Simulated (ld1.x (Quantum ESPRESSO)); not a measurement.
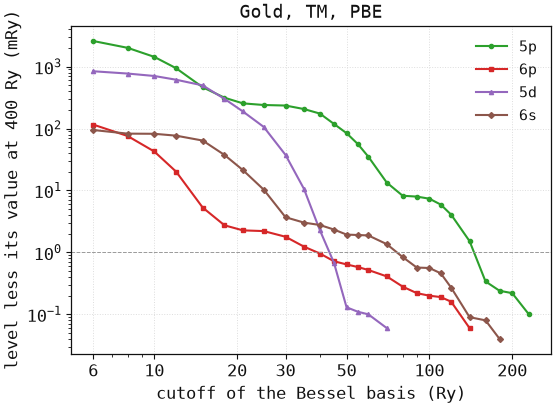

Fig. 1: The pseudo-atom Hamiltonian at the reference potential is diagonalised in spherical Bessel functions (20 bohr box) up to the cutoff. Curves: distance of each valence level from its value at 400 Ry.

- Cutoffs from which each level stays within 1 mRy: 5p: 160 Ry; 6p: 40 Ry; 5d: 45 Ry; 6s: 80 Ry.
- Cutoffs for 10 and 1 mRy in the occupation-weighted sum of levels: 140 Ry and 230 Ry, on the ladder of cutoffs that was run.
- Hardest occupied shell: 5p: its level needs 160 Ry to come within 1 mRy, against 45 Ry for 5d.

# Pseudopotential generation for Au (part 1 of 2)

Gold (Au, Z = 79), core [Kr] 4d10 4f14 5s2, reference valence 5p6 5d10 6s0 6p0 (an ion of charge +1), valence charge 17. Computed at this level: TM potential, PBE, scalar-relativistic, made with ld1.x (Quantum ESPRESSO) 7.5.

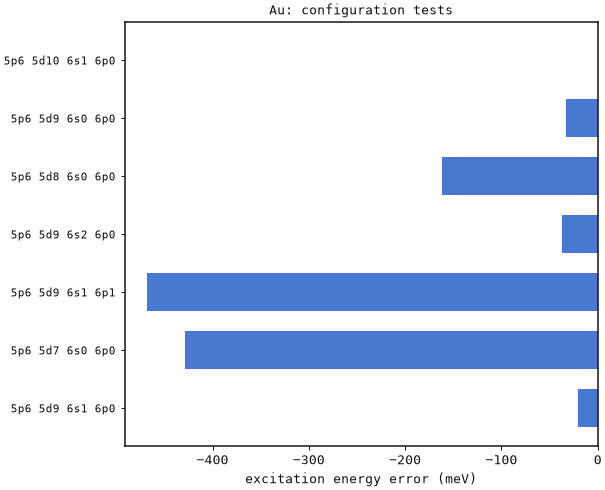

Fig. 2: Errors, all-electron minus pseudo, of the energies of valence configurations relative to the unpolarised reference 5p6 5d10 6s0 6p0.

- Worst configuration: 5p6 5d9 6s1 6p1 (neutral): the error is -468 meV on an all-electron energy of -1.91 eV relative to the reference, or 24 %.
- Configurations within 10 meV and within 50 meV: 1 and 4 of 7.
- Errors in meV: 5p6 5d10 6s1 6p0: -0.1; 5p6 5d9 6s0 6p0: -33; 5p6 5d8 6s0 6p0: -162; 5p6 5d9 6s2 6p0: -37; 5p6 5d9 6s1 6p1: -468; 5p6 5d7 6s0 6p0: -429; 5p6 5d9 6s1 6p0: -20.

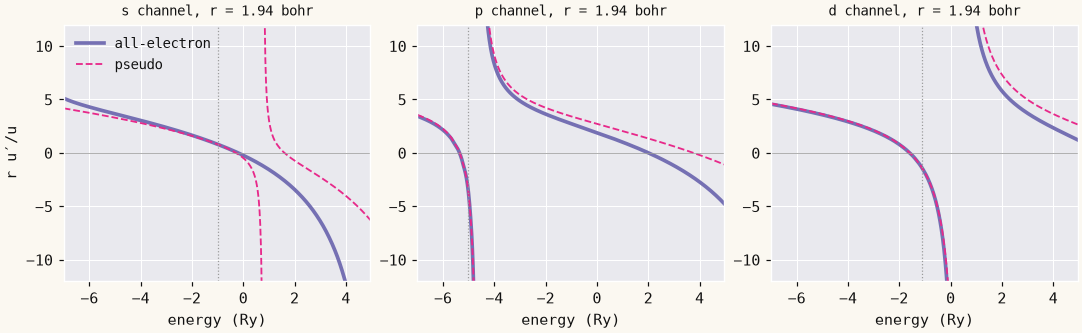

Fig. 3: Logarithmic derivatives r u′/u at the test radius against energy, all-electron atom (solid) and pseudo-atom (dashed). Here u = r R(r). The dotted line marks the reference energy of the channel.

- Poles, where the radial function vanishes at the test radius: s: all-electron at no energy in the range, pseudo at 0.8 Ry; p: all-electron at -4.6 Ry, pseudo at -4.6 Ry; d: all-electron at 0.3 Ry, pseudo at 0.4 Ry.
- Zeros of the logarithmic derivative: s: all-electron -0.2 Ry, pseudo -0.3 and 1.6 Ry; p: all-electron -5.4 and 2.0 Ry, pseudo -5.3 and 3.8 Ry; d: all-electron -1.6 Ry, pseudo -1.6 Ry.

These pictures come from the run below.

Input file:
```
 &input
   title='Au', zed=79., rel=1, dft='PBE', iswitch=3,
   config='[Xe] 4f14 5d10 6s0 6p0',
   nld=3, rlderiv=1.95, eminld=-7.0, emaxld=5.0, deld=0.02
 /
 &inputp
   pseudotype=2, tm=.true., lloc=0,
   nlcc=.true., new_core_ps=.true., rcore=1.00,
   file_pseudopw='Au.UPF', file_wfcaegen='ae.wfc', file_wfcncgen='nc.wfc', file_beta='beta', file_chi='chi'
 /
3
5P  2  1   6.00   0.00  1.05  1.05  0.0
5D  3  2  10.00   0.00  1.80  1.80  0.0
6S  1  0   0.00   0.00  1.65  1.65  0.0
 &test
   configts(1)='5p6 5d10 6s0 6p0'
 /
```

Input of the test run:
```
 &input
   title='Au', zed=79., rel=1, dft='PBE', iswitch=2,
   config='[Xe] 4f14 5d10 6s0 6p0'
 /
 &test
   file_pseudo='Au.UPF', nconf=8,
   configts(1)='5p6 5d10 6s0 6p0',
   configts(2)='5p6 5d10 6s1 6p0',
   configts(3)='5p6 5d9 6s0 6p0',
   configts(4)='5p6 5d8 6s0 6p0',
   configts(5)='5p6 5d9 6s2 6p0',
   configts(6)='5p6 5d9 6s1 6p1',
   configts(7)='5p6 5d7 6s0 6p0',
   configts(8)='5p6 5d9 6s1 6p0'
 /
```

Launched with:
```bash
ld1.x < Au.in > Au.out
```

Log:
```
     Program LD1 v.7.5
     --------------------------- All-electron run ----------------------------

     Au
     scalar relativistic calculation

     atomic number is 79.00
     dft =PBE   lsd =0 sic =0 latt =0  beta=0.20 tr2=1.0E-14
     Exchange-correlation= PBE
                           (   1   4   3   4   0   0   0)
     mesh =1279 r(mesh) = 100.03820 a.u. xmin = -7.00 dx = 0.01250
     1 Ry =  13.60569312 eV, c = 137.03599908

     n l     nl                  e(Ry)          e(Ha)          e(eV)
     1 0     1S 1( 2.00)     -5938.4762     -2969.2381    -80797.0841
     2 0     2S 1( 2.00)     -1048.2641      -524.1321    -14262.3597
     2 1     2P 1( 6.00)      -906.1551      -453.0776    -12328.8683
     3 0     3S 1( 2.00)      -247.8907      -123.9453     -3372.7244
     3 1     3P 1( 6.00)      -206.6805      -103.3402     -2812.0311
     4 0     4S 1( 2.00)       -54.2918       -27.1459      -738.6775
     4 1     4P 1( 6.00)       -40.7820       -20.3910      -554.8674
     3 2     3D 1(10.00)      -162.7070       -81.3535     -2213.7418
     5 0     5S 1( 2.00)        -8.5903        -4.2952      -116.8776
     5 1     5P 1( 6.00)        -5.0231        -2.5116       -68.3434
     4 2     4D 1(10.00)       -24.5747       -12.2873      -334.3554
     4 3     4F 1(14.00)        -6.5842        -3.2921       -89.5821
     5 2     5D 1(10.00)        -1.1266        -0.5633       -15.3279
     6 0     6S 1( 0.00)        -0.9710        -0.4855       -13.2112
     6 1     6P 1( 0.00)        -0.4933        -0.2467        -6.7121

     final scf error:  2.7E-15 reached in  32 iterations

     Etot =  -38023.059216 Ry,  -19011.529608 Ha, -517330.075284 eV

     Ekin =   42555.037056 Ry,   21277.518528 Ha,  578990.775021 eV
     Encl =  -94577.452851 Ry,  -47288.726425 Ha,-1286791.799840 eV
     Eh   =   14723.534594 Ry,    7361.767297 Ha,  200323.893372 eV
     Exc  =    -724.178015 Ry,    -362.089007 Ha,   -9852.943837 eV

     normalization and overlap integrals

     s(1S/1S) =  1.000000  <r> =   0.0169  <r2> =    0.0004  r(max) =   0.0104
     s(2S/2S) =  1.000000  <r> =   0.0711  <r2> =    0.0060  r(max) =   0.0604
     s(2P/2P) =  1.000000  <r> =   0.0642  <r2> =    0.0050  r(max) =   0.0501
     s(3S/3S) =  1.000000  <r> =   0.1838  <r2> =    0.0386  r(max) =   0.1704
     s(3P/3P) =  1.000000  <r> =   0.1851  <r2> =    0.0397  r(max) =   0.1683
     s(4S/4S) =  1.000000  <r> =   0.4070  <r2> =    0.1869  r(max) =   0.3841
     s(4P/4P) =  1.000000  <r> =   0.4335  <r2> =    0.2136  r(max) =   0.4038
     s(3D/3D) =  1.000000  <r> =   0.1677  <r2> =    0.0329  r(max) =   0.1378
     s(5S/5S) =  1.000000  <r> =   0.9275  <r2> =    0.9654  r(max) =   0.8441
     s(5P/5P) =  1.000000  <r> =   1.0737  <r2> =    1.3049  r(max) =   0.9565
     s(4D/4D) =  1.000000  <r> =   0.4584  <r2> =    0.2428  r(max) =   0.4088
     s(4F/4F) =  1.000000  <r> =   0.4987  <r2> =    0.3016  r(max) =   0.3746
     s(5D/5D) =  1.000000  <r> =   1.5751  <r2> =    2.9590  r(max) =   1.2129
     s(6S/6S) =  1.000000  <r> =   2.6436  <r2> =    7.9325  r(max) =   2.2379
     s(6P/6P) =  1.000000  <r> =   3.6529  <r2> =   15.2447  r(max) =   3.0589

     ------------------------ End of All-electron run ------------------------

     --------------------- Generating NC pseudopotential ---------------------

      Generating local pot.: lloc=0, matching radius rcloc =   1.6500

      Computing core charge for nlcc:

       r > 1.01 : true rho core
      Core charge pseudized with two Bessel functions
      Integrated core pseudo-charge :  13.95

      Wfc   5P  rcut= 1.057  Using Troullier-Martins method

      Wfc   5D  rcut= 1.787  Using Troullier-Martins method

     ------------------- End of pseudopotential generation -------------------

     --------------------------- All-electron run ----------------------------

     Au
     scalar relativistic calculation

     atomic number is 79.00
     dft =PBE   lsd =0 sic =0 latt =0  beta=0.20 tr2=1.0E-14
     Exchange-correlation= PBE
                           (   1   4   3   4   0   0   0)
     mesh =1279 r(mesh) = 100.03820 a.u. xmin = -7.00 dx = 0.01250
     1 Ry =  13.60569312 eV, c = 137.03599908

     n l     nl                  e(Ry)          e(Ha)          e(eV)
     1 0     1S 1( 2.00)     -5938.4762     -2969.2381    -80797.0841
     2 0     2S 1( 2.00)     -1048.2641      -524.1321    -14262.3597
     2 1     2P 1( 6.00)      -906.1551      -453.0776    -12328.8683
     3 0     3S 1( 2.00)      -247.8907      -123.9453     -3372.7244
     3 1     3P 1( 6.00)      -206.6805      -103.3402     -2812.0311
     4 0     4S 1( 2.00)       -54.2918       -27.1459      -738.6775
     4 1     4P 1( 6.00)       -40.7820       -20.3910      -554.8674
     3 2     3D 1(10.00)      -162.7070       -81.3535     -2213.7418
     5 0     5S 1( 2.00)        -8.5903        -4.2952      -116.8776
     5 1     5P 1( 6.00)        -5.0231        -2.5116       -68.3434
     4 2     4D 1(10.00)       -24.5747       -12.2873      -334.3554
     4 3     4F 1(14.00)        -6.5842        -3.2921       -89.5821
     5 2     5D 1(10.00)        -1.1266        -0.5633       -15.3279
     6 0     6S 1( 0.00)        -0.9710        -0.4855       -13.2112
     6 1     6P 1( 0.00)        -0.4933        -0.2467        -6.7121

     final scf error:  2.7E-15 reached in  32 iterations

     Etot =  -38023.059216 Ry,  -19011.529608 Ha, -517330.075284 eV

     Ekin =   42555.037056 Ry,   21277.518528 Ha,  578990.775021 eV
     Encl =  -94577.452851 Ry,  -47288.726425 Ha,-1286791.799840 eV
     Eh   =   14723.534594 Ry,    7361.767297 Ha,  200323.893372 eV
     Exc  =    -724.178015 Ry,    -362.089007 Ha,   -9852.943837 eV

     normalization and overlap integrals

     s(1S/1S) =  1.000000  <r> =   0.0169  <r2> =    0.0004  r(max) =   0.0104
     s(2S/2S) =  1.000000  <r> =   0.0711  <r2> =    0.0060  r(max) =   0.0604
     s(2P/2P) =  1.000000  <r> =   0.0642  <r2> =    0.0050  r(max) =   0.0501
     s(3S/3S) =  1.000000  <r> =   0.1838  <r2> =    0.0386  r(max) =   0.1704
     s(3P/3P) =  1.000000  <r> =   0.1851  <r2> =    0.0397  r(max) =   0.1683
     s(4S/4S) =  1.000000  <r> =   0.4070  <r2> =    0.1869  r(max) =   0.3841
     s(4P/4P) =  1.000000  <r> =   0.4335  <r2> =    0.2136  r(max) =   0.4038
     s(3D/3D) =  1.000000  <r> =   0.1677  <r2> =    0.0329  r(max) =   0.1378
     s(5S/5S) =  1.000000  <r> =   0.9275  <r2> =    0.9654  r(max) =   0.8441
     s(5P/5P) =  1.000000  <r> =   1.0737  <r2> =    1.3049  r(max) =   0.9565
     s(4D/4D) =  1.000000  <r> =   0.4584  <r2> =    0.2428  r(max) =   0.4088
     s(4F/4F) =  1.000000  <r> =   0.4987  <r2> =    0.3016  r(max) =   0.3746
     s(5D/5D) =  1.000000  <r> =   1.5751  <r2> =    2.9590  r(max) =   1.2129
     s(6S/6S) =  1.000000  <r> =   2.6436  <r2> =    7.9325  r(max) =   2.2379
     s(6P/6P) =  1.000000  <r> =   3.6529  <r2> =   15.2447  r(max) =   3.0589

     ------------------------ End of All-electron run ------------------------

     Computing logarithmic derivative in   1.93832
     Computing logarithmic derivative in   1.93832
     Computing the partial wave expansion
       no projector for channel:   0
     R is outside the sphere for l=    1 j= 0.00
     R is outside the sphere for l=    2 j= 0.00

     ---------------------- Testing the pseudopotential ----------------------

     Au
     scalar relativistic calculation

     atomic number is 79.00   valence charge is 17.00
     dft =PBE   lsd =0 sic =0 latt =0  beta=0.20 tr2=1.0E-14
     mesh =1279 r(mesh) = 100.03820 xmin = -7.00 dx = 0.01250

     n l     nl             e AE (Ry)        e PS (Ry)    De AE-PS (Ry)
     2 1     5P   1( 6.00)       -5.02315       -5.02325        0.00010
     3 2     5D   1(10.00)       -1.12658       -1.12659        0.00000
     1 0     6S   1( 0.00)       -0.97100       -0.97100       -0.00001
     3 1     6P   1( 0.00)       -0.49333       -0.44992       -0.04341  !

     eps = 4.8E-18  iter =  6

     Etot =  -38023.059216 Ry,  -19011.529608 Ha, -517330.075284 eV
     Etotps =  -240.848773 Ry,    -120.424387 Ha,   -3276.914498 eV

     Ekin =      80.512521 Ry,      40.256261 Ha,    1095.428657 eV
     Encl =    -279.036055 Ry,    -139.518028 Ha,   -3796.478941 eV
     Ehrt =     167.794341 Ry,      83.897170 Ha,    2282.958306 eV
     Ecxc =     -62.699116 Ry,     -31.349558 Ha,    -853.064934 eV
     (Ecc =     -36.248104 Ry,     -18.124052 Ha,    -493.180575 eV)
     Epseu=    -147.420464 Ry,     -73.710232 Ha,   -2005.757587 eV

     ---------------------- End of pseudopotential test ----------------------
```

Output of the test run (extracts):
```
     ---------------------- Testing the pseudopotential ----------------------

     Au
     scalar relativistic calculation

     atomic number is 79.00   valence charge is 17.00
     dft =PBE   lsd =0 sic =0 latt =0  beta=0.20 tr2=1.0E-14
     mesh =1279 r(mesh) = 100.03820 xmin = -7.00 dx = 0.01250

     n l     nl             e AE (Ry)        e PS (Ry)    De AE-PS (Ry)
     2 1     5P   1( 6.00)       -5.02315       -5.02325        0.00010
     3 2     5D   1(10.00)       -1.12658       -1.12659        0.00000
     1 0     6S   1( 0.00)       -0.97100       -0.97100       -0.00001
     3 1     6P   1( 0.00)       -0.49333       -0.44992       -0.04341  !

     eps = 7.6E-15  iter =  5

     Etot =  -38023.059216 Ry,  -19011.529608 Ha, -517330.075284 eV
     Etotps =  -240.848772 Ry,    -120.424386 Ha,   -3276.914482 eV

     Ekin =      80.512523 Ry,      40.256261 Ha,    1095.428676 eV
     Encl =    -279.036055 Ry,    -139.518028 Ha,   -3796.478936 eV
     Ehrt =     167.794340 Ry,      83.897170 Ha,    2282.958298 eV
     Ecxc =     -62.699116 Ry,     -31.349558 Ha,    -853.064934 eV
     (Ecc =     -36.248104 Ry,     -18.124052 Ha,    -493.180575 eV)
     Epseu=    -147.420464 Ry,     -73.710232 Ha,   -2005.757587 eV

     ---------------------- End of pseudopotential test ----------------------

     ---------------------- Testing the pseudopotential ----------------------

     Au
     scalar relativistic calculation

     atomic number is 79.00   valence charge is 17.00
     dft =PBE   lsd =0 sic =0 latt =0  beta=0.20 tr2=1.0E-14
     mesh =1279 r(mesh) = 100.03820 xmin = -7.00 dx = 0.01250

     n l     nl             e AE (Ry)        e PS (Ry)    De AE-PS (Ry)
     2 1     5P   1( 6.00)       -4.39388       -4.39656        0.00268
     3 2     5D   1(10.00)       -0.50544       -0.50636        0.00091
     1 0     6S   1( 1.00)       -0.42349       -0.42310       -0.00039
     3 1     6P   1( 0.00)       -0.05661       -0.03910       -0.01751  !

     eps = 7.1E-15  iter = 11

     Etot =  -38023.750736 Ry,  -19011.875368 Ha, -517339.483893 eV
     Etotps =  -241.540287 Ry,    -120.770144 Ha,   -3286.323026 eV
     dEtot_ae =      -0.691520 Ry
     dEtot_ps =      -0.691515 Ry,   Delta E=      -0.000005 Ry

     Ekin =      79.697929 Ry,      39.848965 Ha,    1084.345568 eV
     Encl =    -290.732402 Ry,    -145.366201 Ha,   -3955.615844 eV
     Ehrt =     178.152698 Ry,      89.076349 Ha,    2423.890944 eV
     Ecxc =     -63.095664 Ry,     -31.547832 Ha,    -858.460247 eV
     (Ecc =     -36.248104 Ry,     -18.124052 Ha,    -493.180575 eV)
     Epseu=    -145.562848 Ry,     -72.781424 Ha,   -1980.483447 eV

     ---------------------- End of pseudopotential test ----------------------

     ---------------------- Testing the pseudopotential ----------------------

     Au
     scalar relativistic calculation

     atomic number is 79.00   valence charge is 17.00
     dft =PBE   lsd =0 sic =0 latt =0  beta=0.20 tr2=1.0E-14
     mesh =1279 r(mesh) = 100.03820 xmin = -7.00 dx = 0.01250

     n l     nl             e AE (Ry)        e PS (Ry)    De AE-PS (Ry)
     2 1     5P   1( 6.00)       -5.97514       -5.98497        0.00983  !
     3 2     5D   1( 9.00)       -2.00902       -2.01400        0.00498
     1 0     6S   1( 0.00)       -1.67262       -1.67564        0.00302
     3 1     6P   1( 0.00)       -1.07406       -0.99443       -0.07963  !

     eps = 1.1E-15  iter =  9

     Etot =  -38021.500442 Ry,  -19010.750221 Ha, -517308.867094 eV
     Etotps =  -239.287585 Ry,    -119.643792 Ha,   -3255.673444 eV
     dEtot_ae =       1.558773 Ry
     dEtot_ps =       1.561187 Ry,   Delta E=      -0.002414 Ry

     Ekin =      78.787442 Ry,      39.393721 Ha,    1071.957754 eV
     Encl =    -264.195138 Ry,    -132.097569 Ha,   -3594.557977 eV
     Ehrt =     153.330839 Ry,      76.665419 Ha,    2086.172339 eV
     Ecxc =     -61.776672 Ry,     -30.888336 Ha,    -840.514441 eV
     (Ecc =     -36.248104 Ry,     -18.124052 Ha,    -493.180575 eV)
     Epseu=    -145.434055 Ry,     -72.717027 Ha,   -1978.731119 eV

     ---------------------- End of pseudopotential test ----------------------

     ---------------------- Testing the pseudopotential ----------------------

     Au
     scalar relativistic calculation

     atomic number is 79.00   valence charge is 17.00
     dft =PBE   lsd =0 sic =0 latt =0  beta=0.20 tr2=1.0E-14
     mesh =1279 r(mesh) = 100.03820 xmin = -7.00 dx = 0.01250

     n l     nl             e AE (Ry)        e PS (Ry)    De AE-PS (Ry)
     2 1     5P   1( 6.00)       -7.03233       -7.05692        0.02459  !
     3 2     5D   1( 8.00)       -2.98610       -2.99945        0.01334  !
     1 0     6S   1( 0.00)       -2.44533       -2.46591        0.02058  !
     3 1     6P   1( 0.00)       -1.73688       -1.61397       -0.12291  !

     eps = 1.5E-15  iter =  9

     Etot =  -38019.010518 Ry,  -19009.505259 Ha, -517274.989951 eV
     Etotps =  -236.788198 Ry,    -118.394099 Ha,   -3221.667551 eV
     dEtot_ae =       4.048697 Ry
     dEtot_ps =       4.060575 Ry,   Delta E=      -0.011877 Ry

     Ekin =      76.353314 Ry,      38.176657 Ha,    1038.839765 eV
     Encl =    -248.372666 Ry,    -124.186333 Ha,   -3379.282280 eV
     Ehrt =     138.221041 Ry,      69.110521 Ha,    1880.593071 eV
     Ecxc =     -60.689178 Ry,     -30.344589 Ha,    -825.718328 eV
     (Ecc =     -36.248104 Ry,     -18.124052 Ha,    -493.180575 eV)
     Epseu=    -142.300709 Ry,     -71.150355 Ha,   -1936.099778 eV

     ---------------------- End of pseudopotential test ----------------------

     ---------------------- Testing the pseudopotential ----------------------

     Au
     scalar relativistic calculation

     atomic number is 79.00   valence charge is 17.00
     dft =PBE   lsd =0 sic =0 latt =0  beta=0.20 tr2=1.0E-14
     mesh =1279 r(mesh) = 100.03820 xmin = -7.00 dx = 0.01250

     n l     nl             e AE (Ry)        e PS (Ry)    De AE-PS (Ry)
     2 1     5P   1( 6.00)       -4.59597       -4.60318        0.00721  !
     3 2     5D   1( 9.00)       -0.65775       -0.66036        0.00260
     1 0     6S   1( 2.00)       -0.48970       -0.48800       -0.00170
     3 1     6P   1( 0.00)       -0.08110       -0.05656       -0.02454  !

     eps = 6.8E-15  iter = 20

     Etot =  -38023.626286 Ry,  -19011.813143 Ha, -517337.790677 eV
     Etotps =  -241.413094 Ry,    -120.706547 Ha,   -3284.592469 eV
     dEtot_ae =      -0.567071 Ry
     dEtot_ps =      -0.564322 Ry,   Delta E=      -0.002749 Ry

     Ekin =      77.469593 Ry,      38.734797 Ha,    1054.027514 eV
     Encl =    -289.395978 Ry,    -144.697989 Ha,   -3937.432865 eV
     Ehrt =     175.253490 Ry,      87.626745 Ha,    2384.445198 eV
     Ecxc =     -62.755100 Ry,     -31.377550 Ha,    -853.826627 eV
     (Ecc =     -36.248104 Ry,     -18.124052 Ha,    -493.180575 eV)
     Epseu=    -141.985099 Ry,     -70.992550 Ha,   -1931.805688 eV

     ---------------------- End of pseudopotential test ----------------------
```

(Continued in part 2.) Outcome of the run: generated.
